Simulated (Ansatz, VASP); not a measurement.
# Cross-check of Ag (S11(113) boundary in fcc Ag, shift (0.5, 0.5)) between VASP and Ansatz

Aim: how closely do two programs agree when they are given the same cell, functional and k mesh?

Program: Ansatz 0.2.0. Level of theory: plane waves, with VASP 6.6.1 beside it; single point at PBE. Results are calculated unless marked as measured.

## 1. The structure

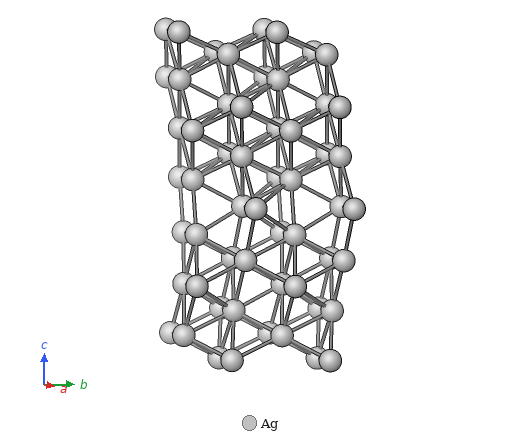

The cell as given, from the side, with the c axis up (silver light grey). 2×2×1 cells are drawn.

The cell holds 14 atoms: 14 Ag. Its edges and angles: a = 2.889 Å, b = 5.005 Å, c = 28.248 Å, α = 90.0°, β = 90.0°, γ = 73.2°. It derives from Ag. As first built, before any earlier steps moved the atoms: plane [1, 1, 3]; removed 2; opened 0. Vacuum lies along c.

## 2. Ansatz: single point, PBE

Ansatz runs on its default PAW (the set named soft_2) files.

A single point gives forces, pressure and levels at one fixed geometry, so differences don't come from the geometry; what else differs is listed under the comparison.

Contents of input.yaml:

```yaml
crystal:
  lattice:
    - [2.8893797293, 0.0, 0.0]
    - [1.4446898646, 4.7914942194, 0.0]
    - [0.0, 0.0, 28.2484991868]
  atoms:
    - { symbol: Ag, position: [0.6363636363, 0.7272727273, 0.1770005538] }
    - { symbol: Ag, position: [0.3636363636, 0.2727272727, 0.2206147525] }
    - { symbol: Ag, position: [0.0909090909, 0.8181818182, 0.2642289512] }
    - { symbol: Ag, position: [0.8027577603, 0.348836471, 0.3110230466] }
    - { symbol: Ag, position: [0.516194797, 0.8806079442, 0.3565051715] }
    - { symbol: Ag, position: [0.2621330247, 0.4139824771, 0.4013370662] }
    - { symbol: Ag, position: [0.8792534728, 0.9376539277, 0.4511785889] }
    - { symbol: Ag, position: [0.0973267967, 0.3985134352, 0.4997920154] }
    - { symbol: Ag, position: [0.3743694718, 0.8622002937, 0.5435434441] }
    - { symbol: Ag, position: [0.6351804387, 0.3257349432, 0.5905876918] }
    - { symbol: Ag, position: [0.8971419405, 0.7907607097, 0.6344262144] }
    - { symbol: Ag, position: [0.1521373868, 0.259625841, 0.6805034328] }
    - { symbol: Ag, position: [0.4156482481, 0.7199548867, 0.7269708497] }
    - { symbol: Ag, position: [0.6823534675, 0.179863952, 0.7682298558] }
hamiltonian:
  xc: pbe
  pseudopotentials: { kind: paw }
kpoints:
  mp_grid: { grid: [8, 8, 1] }
scf:
  occupations: { method: fermi_dirac, width: 0.1 }
  n_extra_bands: 7
output:
  forces: true
  eigenvalues: true
```

Run with:

```bash
> ansatz run input.yaml --threads 4 --pin off --max-ram 9216MiB --backend cpu --events-out ev --progress --plain --runs-dir out
```

Numbers of over 12 decimals in the logs are rounded to 6 here.

The program printed:

```text
scf.n_extra_bands = 7 over 133 filled bands (N_el = 266.0): the run solves 140 bands
Engine: ansatz 0.2.0, aarch64-unknown-linux-gnu
Pseudopotentials: kind: paw
Pseudopotential: Ag, paw, valence charge 19, recommended cutoff 420 eV (normal), Ag.paw.azcp
Functional definition: PBE
  parameter kappa = 0.804
  parameter beta = 0.066725
  exchange = pbe_x(kappa = kappa, mu = beta*pi^2/3)
  correlation = pbe_c(beta = beta)
Crystal: 14 atoms, lattice volume = 391.085 Å³
Basis set: ecut = 420 eV, 7615 PW (Γ), exchange–correlation on 40×72×384 points (8 copies of the dense FFT grid, shifted against one another)
Bands: 140, of which v1, the nominal top of the filled ones, is band 133 counted from 1 (132 counted from 0)
Symmetry: 1 space group operations
Space group: P1 (ITA 1), of the structure as read, at distance tolerance 7.3e-5 Å
k-points: 34 of 64 (time reversal used)
Non-local potential: Ag, projectors of the file, l = 0: 3, l = 1: 2, l = 2: 2, l = 3: 1
PAW form: soft (Blöchl's): semilocal exchange-correlation on the pseudo side does not see the compensation charge
PAW one-centre angular grid: Ag, 590 points (default); XC on 64 Gauss nodes
Initial density: superposition of atomic densities (neutral atoms: chi_scale 0, normalization atom), corrected by the library's trained network
Initial wavefunctions: pseudopotential atomic-orbital guess
Functional: x = pbe(κ = 0.804, μ = 0.219515), c = pbe(β = 0.066725)
SCF iter   1: F=—  HF=-106266.034354 eV  |F-HF|=—  |Δ(HF+E_count)|=         —  Δρ=1.09e-3  dr2=6.54e-2  ethr=1.77e-3  ⟨swp⟩=5.7  Hψ=17129  notcnv=0
preconditioner: auto → LDOS  [metal: Δε(μ)=0.036 eV  Ē_g=5.905 eV  σ=0.100 eV  W_gap=0.09  n_scr=104 (ndim 8)  ℏωp=23.3 eV  f_vac=0.337  D(μ)=3.93/eV (n_scr^D=18)  β→1.0]
SCF iter   2: F=—  HF=-106266.037762 eV  |F-HF|=—  |Δ(HF+E_count)|=   3.41e-3  Δρ=6.02e-4  dr2=5.17e-3  ethr=2.46e-5  ⟨swp⟩=2.4  Hψ=10301  notcnv=0
SCF iter   3: F=—  HF=-106266.037356 eV  |F-HF|=—  |Δ(HF+E_count)|=   4.06e-4  Δρ=3.37e-4  dr2=6.64e-4  ethr=1.94e-6  ⟨swp⟩=2.0  Hψ=7414  notcnv=0
SCF iter   4: F=—  HF=-106266.037219 eV  |F-HF|=—  |Δ(HF+E_count)|=   1.36e-4  Δρ=4.86e-5  dr2=1.39e-5  ethr=2.50e-7  ⟨swp⟩=2.0  Hψ=7391  notcnv=0
SCF iter   5: F=—  HF=-106266.037397 eV  |F-HF|=—  |Δ(HF+E_count)|=   1.77e-4  Δρ=2.04e-5  dr2=1.68e-6  ethr=5.22e-9  ⟨swp⟩=3.4  Hψ=10244  notcnv=0
SCF iter   6: F=—  HF=-106266.037397 eV  |F-HF|=—  |Δ(HF+E_count)|=   3.77e-7  Δρ=5.33e-6  dr2=1.95e-7  ethr=6.31e-10  ⟨swp⟩=2.0  Hψ=7420  notcnv=0
SCF iter   7: F=-106266.037397 eV  HF=-106266.037397 eV  |F-HF|=1.32e-8  |Δ(HF+E_count)|=   5.29e-8  Δρ=1.76e-6  dr2=1.31e-8  ethr=3.76e-11  ⟨swp⟩=6.1  Hψ=18176  notcnv=0
SCF 1 converged in 7 iterations: F = -106266.037397 eV  dr2 = 1.31e-8
  greatest PAW one-centre occupation: 1.000 electrons in one spin orbital (limit 2), on the Ag atom at site 9 (counted from 0), in its partial waves of l = 0
SCF converged after 7 iterations
Free energy (F): -106266.037397 eV
Harris-Foulkes:  -106266.037397 eV  (|F-HF|=1.32e-8)
Internal energy: -106265.906959 eV  (E = F + TS)
E sigma→0 (E₀):  -106265.972178 eV
Entropy (-TS):   -0.130438 eV (-9.317 meV/atom)
Fermi energy:    8.956702 eV
--- Per-component energies (eV) ---
  E_band       = -5467.038057
  E_kinetic    = 7378.489940
  E_local      = -310067.933313  (includes V_loc(G=0)·N_el)
  E_nonlocal   = 1122.949864
  E_hartree    = 152573.913930
  E_xc         = -2583.097011
  E_vxc        = -3281.361087  (∫ρ·V_xc dr)
  E_paw        = -54631.410293  (= ΣΔE_a)
  E_vpaw       = -5767.000811  (= ΣTr[D̂ρ^β])
  E_aug_tail   = 0.004493  (compensation charges beyond the density's cutoff)
  E_ewald      = 99941.175431
  E_smearing   = -0.130438  (= −TS)
  E_closure    = -0.000000  (closes the sum)
  Σ components = -106266.037397   (vs F -106266.037397, Δ=0.00e0)
--- Forces (eV/Å), atoms counted from 1 ---
  atom   1  Ag     0.00010245     0.01660304     0.08359036
  atom   2  Ag    -0.02668725     0.02006713    -0.17290759
  atom   3  Ag    -0.06192018    -0.09447211     0.14314221
  atom   4  Ag     0.01371088    -0.00797205     0.05517736
  atom   5  Ag     0.00613888     0.00265609    -0.01695016
  atom   6  Ag     0.00596554     0.03280295     0.00626251
  atom   7  Ag     0.03871011     0.01463785    -0.02121198
  atom   8  Ag    -0.00034660     0.05719856     0.01247493
  atom   9  Ag     0.00042695    -0.00749873    -0.02724019
  atom  10  Ag    -0.01855020     0.01190817    -0.04160609
  atom  11  Ag    -0.00470026     0.02579474     0.01714742
  atom  12  Ag     0.00689871    -0.02844704     0.01686928
  atom  13  Ag     0.01812585    -0.01329201    -0.00327215
  atom  14  Ag     0.02212567    -0.02999965    -0.05148233
  max |Σ_I F_I| component: 1.31e-5 eV/Å
--- Band table (eV; the first three rows and the last of 34) ---
  k-point 0: bands = [... 129 lower, 6.0176, 6.0606, 6.9725, 8.0985, 9.0390, 9.3836, 9.6606, 10.5623, ... 3 higher]
  k-point 1: bands = [... 129 lower, 6.0289, 6.0542, 6.9826, 8.1087, 8.2847, 8.8438, 9.3820, 9.6927, ... 3 higher]
  k-point 2: bands = [... 129 lower, 6.0796, 6.0881, 6.9572, 7.0926, 7.5399, 8.2523, 8.3486, 9.1272, ... 3 higher]
  k-point 33: bands = [... 129 lower, 8.9976, 9.2934, 9.4424, 10.1641, 10.2539, 11.0778, 11.4155, 11.5043, ... 3 higher]
```

Wall time 59 s (4 threads of Arm Neoverse V2, shared host); peak memory 2.2 GiB; 3.8 min of CPU time.

## 3. VASP: single point, PBE

The same cell, functional, mesh and smearing now go to VASP, with its own data sets and cutoff.

Lines of VASP's logs that name or quote its potential files are left out, and so is its time.

Contents of INCAR:

```
SYSTEM = Ag
PREC = Normal
ENCUT = 300
EDIFF = 1E-05
NELM = 120
ISMEAR = -1
SIGMA = 0.1
LREAL = Auto
ALGO = Fast
GGA = PE
NBANDS = 113
LORBIT = 11
LWAVE = .FALSE.
LCHARG = .TRUE.
KPAR = 4
LVHAR = .TRUE.
NEDOS = 1500
```

Contents of POSCAR:

```
Ag
1.0
    2.8893797293      0.0000000000      0.0000000000
    1.4446898646      4.7914942194      0.0000000000
    0.0000000000      0.0000000000     28.2484991868
Ag
14
Direct
    0.6363636363      0.7272727273      0.1770005538
    0.3636363636      0.2727272727      0.2206147525
    0.0909090909      0.8181818182      0.2642289512
    0.8027577603      0.3488364710      0.3110230466
    0.5161947970      0.8806079442      0.3565051715
    0.2621330247      0.4139824771      0.4013370662
    0.8792534728      0.9376539277      0.4511785889
    0.0973267967      0.3985134352      0.4997920154
    0.3743694718      0.8622002937      0.5435434441
    0.6351804387      0.3257349432      0.5905876918
    0.8971419405      0.7907607097      0.6344262144
    0.1521373868      0.2596258410      0.6805034328
    0.4156482481      0.7199548867      0.7269708497
    0.6823534675      0.1798639520      0.7682298558
```

Contents of KPOINTS:

```
Automatic mesh
0
Gamma
8 8 1
0 0 0
```

PAW data sets: Ag (PBE family, release 64).

Run with:

```bash
> mpirun -np 4 vasp_std
```

The program printed:

```text
[banner, memory and clock lines left out]
running    4 mpi-ranks, on    1 nodes
 distrk:  each k-point on    1 cores,    4 groups
 distr:  one band on    1 cores,    1 groups

 POSCAR found type information on POSCAR Ag
 POSCAR found :  1 types and      14 ions
 LDA part: xc-table for (Slater+PW92), standard interpolation
 POSCAR, INCAR and KPOINTS ok, starting setup
 FFT: planning ... GRIDC
 FFT: planning ... GRID_SOFT
 FFT: planning ... GRID
 WAVECAR not read
 entering main loop
       N       E                     dE             d eps       ncg     rms          rms(c)
DAV:   1     0.754279400924E+03    0.75428E+03   -0.55915E+04  7900   0.826E+02
DAV:   2    -0.187945588781E+02   -0.77307E+03   -0.73033E+03  8182   0.237E+02
DAV:   3    -0.393619235850E+02   -0.20567E+02   -0.20365E+02  8671   0.419E+01
DAV:   4    -0.395387852365E+02   -0.17686E+00   -0.17682E+00  8808   0.378E+00
DAV:   5    -0.395430462312E+02   -0.42610E-02   -0.42609E-02  8664   0.558E-01    0.164E+01
RMM:   6    -0.366398567984E+02    0.29032E+01   -0.83747E+00  8082   0.946E+00    0.109E+01
RMM:   7    -0.366934683888E+02   -0.53612E-01   -0.35867E-01  8527   0.166E+00    0.663E+00
RMM:   8    -0.381871385821E+02   -0.14937E+01   -0.84537E-01  9191   0.204E+00    0.446E+00
RMM:   9    -0.365507273333E+02    0.16364E+01   -0.43654E-01  9134   0.146E+00    0.828E-01
RMM:  10    -0.365012552642E+02    0.49472E-01   -0.22374E-02  8805   0.374E-01    0.401E-01
RMM:  11    -0.364886680378E+02    0.12587E-01   -0.27206E-03  8678   0.146E-01    0.138E-01
RMM:  12    -0.364880916310E+02    0.57641E-03   -0.67713E-04  8834   0.726E-02    0.686E-02
RMM:  13    -0.364878522564E+02    0.23937E-03   -0.20720E-04  9033   0.410E-02    0.361E-02
RMM:  14    -0.364878047301E+02    0.47526E-04   -0.47057E-05  8434   0.204E-02    0.157E-02
RMM:  15    -0.364878358059E+02   -0.31076E-04   -0.16476E-05  6614   0.109E-02    0.102E-02
RMM:  16    -0.364879774952E+02   -0.14169E-03   -0.17435E-05  7208   0.828E-03    0.717E-03
RMM:  17    -0.364880586482E+02   -0.81153E-04   -0.37466E-06  6885   0.399E-03    0.447E-03
RMM:  18    -0.364881715995E+02   -0.11295E-03   -0.37106E-06  6927   0.403E-03    0.261E-03
RMM:  19    -0.364882135402E+02   -0.41941E-04   -0.66711E-07  4993   0.213E-03    0.135E-03
RMM:  20    -0.364882319703E+02   -0.18430E-04   -0.32547E-07  4960   0.188E-03    0.754E-04
RMM:  21    -0.364882385525E+02   -0.65821E-05   -0.16035E-07  4153   0.158E-03
   1 F= -.36488239E+02 E0= -.36423118E+02  d E =-.130242E+00
```

OUTCAR, selected parts (step 3):

```text
ion  position               nearest neighbor table
   1  0.636  0.727  0.177-   2 2.89   2 2.89   2 2.89   3 2.89   3 2.89
   2  0.364  0.273  0.221-   3 2.89   1 2.89   3 2.89   1 2.89   3 2.89   1 2.89   4 2.93   4 2.99

  LATTYP: Found a base centered orthorhombic cell.
 ALAT       =     2.8893797293
 B/A-ratio  =     3.3166247903
 C/A-ratio  =     9.7766655246

 Subroutine GETGRP returns: Found  1 space group operations
 (whereof  1 operations were pure point group operations)

The static configuration has the point symmetry C_1 .

 Found     34 irreducible k-points:

   k-points           NKPTS =     34   k-points in BZ     NKDIM =     34   number of bands    NBANDS=    113

   dimension x,y,z NGX =    12 NGY =   24 NGZ =  120
   dimension x,y,z NGXF=    24 NGYF=   48 NGZF=  240

   ENCUT  =  300.0 eV  22.05 Ry    4.70 a.u.   4.08  7.07 39.89*2*pi/ulx,y,z

   NELECT =     154.0000    total number of electrons

 k-points in reciprocal lattice and weights: Automatic mesh
   0.00000000  0.00000000  0.00000000       0.016
   0.12500000 -0.00000000  0.00000000       0.031
   0.12500000  0.12500000  0.00000000       0.031
   0.25000000 -0.00000000  0.00000000       0.031
   0.25000000  0.25000000  0.00000000       0.031
   0.37500000 -0.00000000  0.00000000       0.031
   0.37500000  0.37500000  0.00000000       0.031
   0.50000000 -0.00000000  0.00000000       0.016
   0.50000000  0.50000000  0.00000000       0.016
[...]
-0.12500000  0.50000000  0.00000000       0.031
   0.00000000  0.50000000  0.00000000       0.016

 average (electrostatic) potential at core
       1 -75.3032       2 -75.5166       3 -75.6399       4 -75.5865       5 -75.5471
       6 -75.5323       7 -75.5040       8 -75.5624       9 -75.5774      10 -75.5935
      11 -75.5858      12 -75.6391      13 -75.4961      14 -75.3175

 E-fermi :   3.5011

 k-point     1 :       0.0000    0.0000    0.0000
  band No.  band energies     occupation
    ...
     74       0.5482      2.00000
     75       0.5953      2.00000
     76       1.5114      2.00000
     77       2.6391      1.99964
     78       3.5924      0.57280
     79       3.9259      0.02819
     80       4.2124      0.00163
     81       5.1098      0.00000
     82       5.2223      0.00000
     83       6.0112      0.00000
    ...

 k-point     2 :       0.1250   -0.0000    0.0000
  band No.  band energies     occupation
    ...
     73       0.5396      2.00000
     74       0.5879      2.00000
     75       0.9901      2.00000
     76       1.9166      2.00000
     77       3.0450      1.97932
     78       4.0474      0.00845
     79       4.3163      0.00058
     80       4.5326      0.00007
     81       5.2832      0.00000
     82       5.5700      0.00000
    ...

 k-point     3 :       0.1250    0.1250    0.0000
  band No.  band energies     occupation
    ...
     73       0.5358      2.00000
     74       0.5923      2.00000
     75       0.9909      2.00000
     76       1.9201      2.00000
     77       3.0444      1.97944
     78       4.0512      0.00814
     79       4.3189      0.00056
     80       4.5359      0.00006
     81       5.2863      0.00000
     82       5.5689      0.00000
    ...

  Total       -1.0456001     -0.4591628     -1.2562800     -0.0928219     -0.0858391      0.7020360
  in kB       -4.2835639     -1.8810759     -5.1466671     -0.3802684     -0.3516615      2.8760669
  external PRESSURE =      -3.7704356 kB  Pullay stress =       0.0000000 kB

  energy-cutoff  :      300.00
  volume of cell :      391.08
      direct lattice vectors                 reciprocal lattice vectors
     2.889379729  0.000000000  0.000000000     0.346095042 -0.104351582  0.000000000
     1.444689865  4.791494219  0.000000000     0.000000000  0.208703163  0.000000000
     0.000000000  0.000000000 28.248499187     0.000000000  0.000000000  0.035400111

 POSITION                                       TOTAL-FORCE (eV/Angst)
 -----------------------------------------------------------------------------------
      2.88938      3.48472      5.00000         0.000784      0.016720      0.089838
      1.44469      1.30677      6.23204        -0.024362      0.018632     -0.175944
      1.44469      3.92031      7.46407        -0.056386     -0.099508      0.139243
      2.82343      1.67145      8.78593         0.008925     -0.001665      0.058200
      2.76369      4.21943     10.07074         0.005516      0.002318     -0.006080
      1.35548      1.98359     11.33717         0.001057      0.028061      0.004069
      3.89512      4.49276     12.74512         0.041819      0.016465     -0.016887
      0.85694      1.90947     14.11837         0.000639      0.050309      0.013800
      2.32731      4.13123     15.35429         0.002744     -0.009203     -0.025731
      2.30586      1.56076     16.68322        -0.010079      0.011808     -0.048805
      3.73459      3.78893     17.92159        -0.010207      0.019412      0.011897
      0.81466      1.24400     19.22320        -0.000569     -0.019681      0.021851
      2.24108      3.44966     20.53584         0.012442     -0.011095     -0.004825
      2.23143      0.86182     21.70134         0.027677     -0.022572     -0.060625
 -----------------------------------------------------------------------------------
    total drift:                               -0.001704      0.003867     -0.000564

  FREE ENERGIE OF THE ION-ELECTRON SYSTEM (eV)
  ---------------------------------------------------
  free  energy   TOTEN  =       -36.4882385525 eV

  energy  without entropy=      -36.3579965185  energy(sigma->0) =      -36.42311754

 total charge
# of ion       s       p       d       tot
------------------------------------------
    1        0.427   0.165   9.193   9.785
    2        0.414   0.242   9.159   9.816
    3        0.406   0.280   9.149   9.834
    4        0.408   0.274   9.146   9.828
    5        0.407   0.267   9.146   9.821
    6        0.409   0.259   9.150   9.818
    7        0.401   0.249   9.150   9.800
    8        0.410   0.263   9.149   9.822
    9        0.409   0.271   9.146   9.826
   10        0.410   0.279   9.145   9.833
   11        0.408   0.272   9.147   9.827
   12        0.406   0.279   9.149   9.833
   13        0.411   0.235   9.160   9.807
   14        0.429   0.169   9.191   9.790
--------------------------------------------------
tot          5.756   3.504 128.182 137.441

[... 3 further parts left out ...]
```

## 4. Comparison

Known differences besides the PAW data sets themselves: the data sets hold 266 valence electrons in Ansatz (default PAW (the set named soft_2) files) and 154 in VASP; the cutoff is 420 eV in Ansatz and 300 eV in VASP (PREC = Normal, projectors in real space); VASP leaves aspherical gradient terms in its spheres out (LASPH is not set), Ansatz keeps them. Total energies have different zeros and are not compared.

Forces on 10 of the 14 atoms, picked by the larger force of the two programs (eV/Å; atoms numbered as in POSCAR):

| atom | Ansatz x, y, z | VASP x, y, z |
| --- | --- | --- |
| Ag1 | 0.000, 0.017, 0.084 | 0.001, 0.017, 0.090 |
| Ag2 | -0.027, 0.020, -0.173 | -0.024, 0.019, -0.176 |
| Ag3 | -0.062, -0.094, 0.143 | -0.056, -0.100, 0.139 |
| Ag4 | 0.014, -0.008, 0.055 | 0.009, -0.002, 0.058 |
| Ag6 | 0.006, 0.033, 0.006 | 0.001, 0.028, 0.004 |
| Ag7 | 0.039, 0.015, -0.021 | 0.042, 0.016, -0.017 |
| Ag8 | 0.000, 0.057, 0.012 | 0.001, 0.050, 0.014 |
| Ag10 | -0.019, 0.012, -0.042 | -0.010, 0.012, -0.049 |
| Ag12 | 0.007, -0.028, 0.017 | -0.001, -0.020, 0.022 |
| Ag14 | 0.022, -0.030, -0.051 | 0.028, -0.023, -0.061 |

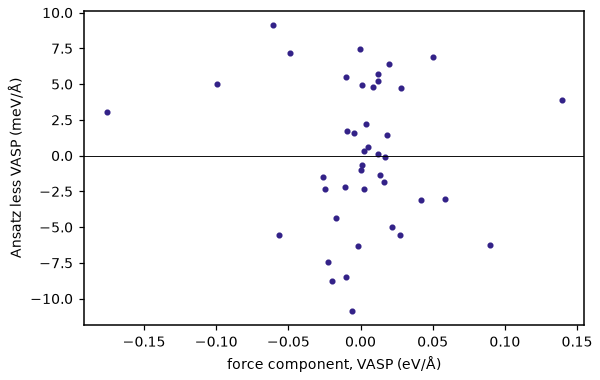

Difference of the force components against their size.

The forces differ by 5.0 meV/Å r.m.s., which is 10.7 % of the r.m.s. force of 0.05 eV/Å (both taken over all components).

## 5. What came out

```yaml
r_m_s_force_difference_single_point_pbe: 5 meV/Å
```

What this shows: The r.m.s. force difference is 5 meV/Å (single point, PBE), within the 12 meV/Å picked in this series as the mark of a large difference. Differences of this kind measure data sets and numerical settings, not the functional's error against experiment.

[Lines on the potential files, build, host, timing and source positions are cut from VASP's logs without a mark.]

[Logs are printed without paths, hosts, clocks, repeated set-up lines and the standing remarks that a program may print on its own settings, such as how far it seeks lower states.]

[Hosts, paths, dates, database ids (printed as entryN), source tags and the programs' standing remarks are cut or masked in the printed files.]
